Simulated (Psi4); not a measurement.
# doublet CH2BCl+ at 4 levels

We compute a comparison of 4 runs (UHF/STO-3G, U-wB97X-V/aug-cc-pVDZ, UDSD-PBEP86/aug-cc-pVDZ, UHSE06/aug-cc-pVDZ) of doublet CH2BCl+. 

The calculation is run with Psi4 1.11.

1 further run of the same task is left out (set aside as unsound or not needed).

**1. The structure to begin with**

CH2BCl+: 5 atoms, total charge +1, spin state doublet. SMILES of the parent species: `B[C]Cl`. The shape is that of a GFN2-xTB optimisation. That shape belongs to the parent species and isn't relaxed for this state.

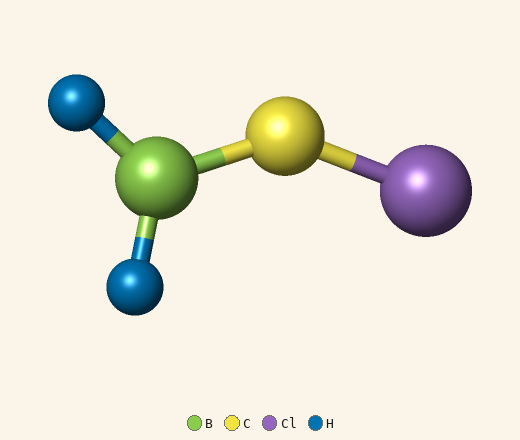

Viewed from a chosen angle; boron green, carbon yellow, chlorine purple, hydrogen blue.

**2. The energy at UHF/STO-3G (run 1)**

The input, ch2bcl.dat:

```
memory 1.6 GB

molecule mol {
  1 2
  B      0.414180     0.139370    -0.472520
  C     -0.487440     0.280880     0.684730
  Cl    -1.470630    -0.583120     1.652980
  H      0.575730    -0.915570    -0.969770
  H      0.968160     1.078440    -0.895430
  units angstrom
  symmetry c1
  no_reorient
  no_com
}

set {
  reference uhf
  puream true
  e_convergence 1e-09
  d_convergence 1e-08
  scf_type pk
  maxiter 200
}

energy_value, wavefunction = energy('hf/STO-3G', return_wfn=True)
oeprop(wavefunction, 'MULLIKEN_CHARGES', 'MAYER_INDICES', 'QUADRUPOLE', title='HF')
```

Command:

```sh
$ psi4 -n 1 ch2bcl.dat ch2bcl.out
```

ch2bcl.out:

```text
[...]
  Running in c1 symmetry.
[...]
  Nuclear repulsion =   71.802307569803261
[...]
  Multiplicity = 2
[...]
  Nalpha       = 15
  Nbeta        = 14
[...]
    Number of basis functions: 21
[...]
   @UHF iter   1:  -516.92412666734708   -1.26499e+00   2.08150e-02 DIIS/ADIIS
[...]
   @UHF iter  21:  -517.09657633514848   -6.82121e-13   6.34608e-09 DIIS
[...]
   @S^2 Observed:                7.840911513E-01
[...]
  @UHF Final Energy:  -517.09657633514848
   => Energetics <=
    Nuclear Repulsion Energy =             71.8023075698032613
    One-Electron Energy =                -845.4334639924906014
    Two-Electron Energy =                 256.5345800875388704
    Total Energy =                       -517.0965763351484838
  UHF NO Occupations:
  HONO-2 :   13  A 1.9984388
  HONO-1 :   14  A 1.9855778
[...]
 Multipole Moments:
 ------------------------------------------------------------------------------------
     Multipole            Electronic (a.u.)      Nuclear  (a.u.)        Total (a.u.)
 ------------------------------------------------------------------------------------
 L = 1.  Multiply by 2.5417464519 to convert [e a0] to [Debye]
 Dipole X            :         45.1100365          -45.9403004           -0.8302638
 Dipole Y            :         14.0518431          -13.9235777            0.1282654
 Dipole Z            :        -51.8148420           52.8768803            1.0620383
 Magnitude           :                                                    1.3541475
 L = 2.  Multiply by 1.3450342976 to convert [e a0^2] to [Debye ang]
 Quadrupole XX       :       -157.5524649          143.9814231          -13.5710418
 Quadrupole XY       :        -51.7112748           52.0037881            0.2925133
[...]
```

Run time: 1.6 s. Hardware: 1 thread of Intel Xeon 6975P-C (Granite Rapids), shared host; peak memory 0.18 GiB.

**3. A single-point energy at U-wB97X-V/aug-cc-pVDZ (run 2)**

The input, ch2bcl.json:

```json
{
  "schema_name": "qcschema_input",
  "schema_version": 1,
  "molecule": {
    "schema_name": "qcschema_molecule",
    "schema_version": 2,
    "symbols": ["B", "C", "Cl", "H", "H"],
    "geometry": [0.78268677, 0.26337113, -0.89293339, -0.9211281, 0.53078627, 1.29395217, -2.77908793, -1.1019371, 3.12367949, 1.08797202, -1.73017655, -1.8325997, 1.82955724, 2.03795624, -1.69211746],
    "molecular_charge": 1,
    "molecular_multiplicity": 2,
    "fix_symmetry": "c1"
  },
  "driver": "energy",
  "model": {
    "method": "wb97x-v",
    "basis": "aug-cc-pVDZ"
  },
  "keywords": {
    "reference": "uks",
    "puream": true,
    "e_convergence": 1e-09,
    "d_convergence": 1e-08,
    "scf_type": "pk",
    "dft_radial_points": 99,
    "dft_spherical_points": 590,
    "maxiter": 200
  }
}
```

Command:

```sh
$ psi4 --qcschema ch2bcl.json -n 1 --memory 1600MB
```

stdout:

```text
[...]
  Running in c1 symmetry.
[...]
  Nuclear repulsion =   71.802307597696981
[...]
  Multiplicity = 2
[...]
  Nalpha       = 15
  Nbeta        = 14
[...]
    Number of basis functions: 91
[...]
   @UKS iter   1:  -523.65493965108158   -1.24899e-01   4.49673e-03 ADIIS/DIIS
[...]
   @UKS iter  20:  -523.80420077674728   -2.29647e-11   6.44814e-09 DIIS
[...]
   @S^2 Observed:                7.555587005E-01
[...]
  @UKS Final Energy:  -523.80420077674728
   => Energetics <=
    Nuclear Repulsion Energy =             71.8023075976969807
    One-Electron Energy =                -853.7052324995109984
    Two-Electron Energy =                 286.0657442075454355
    DFT Exchange-Correlation Energy =     -28.0876860529333179
    Empirical Dispersion Energy =           0.0000000000000000
    VV10 Nonlocal Energy =                  0.1206659704545832
    Total Energy =                       -523.8042007767472796
[...]
 Multipole Moments:
 ------------------------------------------------------------------------------------
     Multipole            Electronic (a.u.)      Nuclear  (a.u.)        Total (a.u.)
 ------------------------------------------------------------------------------------
 L = 1.  Multiply by 2.5417464519 to convert [e a0] to [Debye]
 Dipole X            :         -1.9271345            2.4036172            0.4764827
 Dipole Y            :         -0.3496056            0.5550762            0.2054707
 Dipole Z            :          2.2848033           -2.8168870           -0.5320837
 Magnitude           :                                                    0.7432140
[...]
```

The result, in JSON:

```text
{
 "driver": "energy",
 "model": {
  "method": "wb97x-v",
  "basis": "aug-cc-pVDZ"
 },
 "success": true,
 "return_result": -523.8042007767473,
 "properties": {
  "calcinfo_nbasis": 91,
  "calcinfo_nmo": 91,
  "calcinfo_nalpha": 15,
  "calcinfo_nbeta": 14,
  "calcinfo_natom": 5,
  "nuclear_repulsion_energy": 71.80230759769698,
  "return_energy": -523.8042007767473,
  "scf_one_electron_energy": -853.705232499511,
  "scf_two_electron_energy": 286.06574420754544,
  "scf_vv10_energy": 0.12066597045458319,
  "scf_xc_energy": -28.087686052933318,
  "scf_dipole_moment": [0.4764826592511515, 0.20547065070058845, -0.532083706514721],
  "scf_total_energy": -523.8042007767473,
  "scf_iterations": 20
 }
}
```

It took 83 s on 1 thread of Intel Xeon 6975P-C (Granite Rapids), shared host; peak memory 0.87 GiB.

Run 3 isn't shown in full; the table further down has it.

**4. A single-point energy at UHSE06/aug-cc-pVDZ (run 4)**

The input, run.py:

```python
import psi4

psi4.set_memory(1600000000)
psi4.set_num_threads(1)
psi4.core.set_output_file('ch2bcl.out', False)

molecule = psi4.geometry("""
1 2
B
C 1 1.473829
Cl 2 1.628087 1 141.76241
H 1 1.177393 2 120.10475 3 -0.24521
H 1 1.169444 4 120.11671 2 -179.97351
symmetry c1
""")

psi4.set_options({
    'reference': 'uks',
    'puream': True,
    'e_convergence': 1e-09,
    'd_convergence': 1e-08,
    'scf_type': 'pk',
    'dft_radial_points': 99,
    'dft_spherical_points': 590,
    'maxiter': 200,
})

result, w = psi4.energy('hse06/aug-cc-pVDZ', molecule=molecule, return_wfn=True)
print(f'hse06/aug-cc-pVDZ energy: {result:.10f} Eh')
```

Command:

```sh
$ python run.py
```

ch2bcl.out:

```text
[...]
  Running in c1 symmetry.
[...]
  Nuclear repulsion =   71.802299382870331
[...]
  Multiplicity = 2
[...]
  Nalpha       = 15
  Nbeta        = 14
[...]
    Number of basis functions: 91
[...]
   @UKS iter   1:  -523.20671942309036    3.95304e-01   8.94761e-03 ADIIS/DIIS
[...]
   @UKS iter  18:  -523.68391275040892   -2.20552e-11   6.39769e-09 DIIS
[...]
   @S^2 Observed:                7.585230708E-01
[...]
  @UKS Final Energy:  -523.68391275040892
   => Energetics <=
    Nuclear Repulsion Energy =             71.8022993828703306
    One-Electron Energy =                -853.8352533071258677
    Two-Electron Energy =                 287.4024704961972816
    DFT Exchange-Correlation Energy =     -29.0534293223506808
    Empirical Dispersion Energy =           0.0000000000000000
    VV10 Nonlocal Energy =                  0.0000000000000000
    Total Energy =                       -523.6839127504089220
[...]
 Multipole Moments:
 ------------------------------------------------------------------------------------
     Multipole            Electronic (a.u.)      Nuclear  (a.u.)        Total (a.u.)
 ------------------------------------------------------------------------------------
 L = 1.  Multiply by 2.5417464519 to convert [e a0] to [Debye]
 Dipole X            :         -0.0001043           -0.0004241           -0.0005284
 Dipole Y            :         -0.6728157            0.9225504            0.2497347
 Dipole Z            :          2.8897884           -3.6289448           -0.7391563
 Magnitude           :                                                    0.7802050
[...]
```

Standard output:

```text
hse06/aug-cc-pVDZ energy: -523.6839127504 Eh
```

It took 46 s on 1 thread of Intel Xeon 6975P-C (Granite Rapids), shared host; peak memory 0.87 GiB.

**5. All runs side by side**

| run | level | integration grid | frozen core orbitals | energy (Eh) | HOMO energy (eV) | LUMO energy (eV) | ⟨S²⟩ | wall time |
| --- | --- | --- | --- | --- | --- | --- | --- | --- |
| 1 | UHF/STO-3G | – | 0 | -517.096576 | -18.48 | -7.10 | 0.784 | 1.6 s |
| 2 | U-wB97X-V/aug-cc-pVDZ | 99 radial × 590 angular | 0 | -523.804201 | -17.18 | -9.22 | 0.756 | 83 s |
| 3 | UDSD-PBEP86/aug-cc-pVDZ (density fitting for correlation) | 99 radial × 590 angular | 7 | -523.403351 | -17.21 | -9.28 | 0.767 | 23 s |
| 4 | UHSE06/aug-cc-pVDZ | 99 radial × 590 angular | 0 | -523.683913 | -14.41 | -11.90 | 0.759 | 46 s |

**6. Outcome**

```
                                 quantity          value
                      run 4: total energy  -523.68391 Eh
run 4: HOMO energy (highest over α and β)      -14.41 eV
 run 4: LUMO energy (lowest over α and β)      -11.90 eV
                              run 4: ⟨S²⟩          0.759
```

In words: Totals of different functionals can't be ranked against each other. In run 1 the basis is minimal, so the values are rough. All runs together took 2.6 min, the longest 83 s.
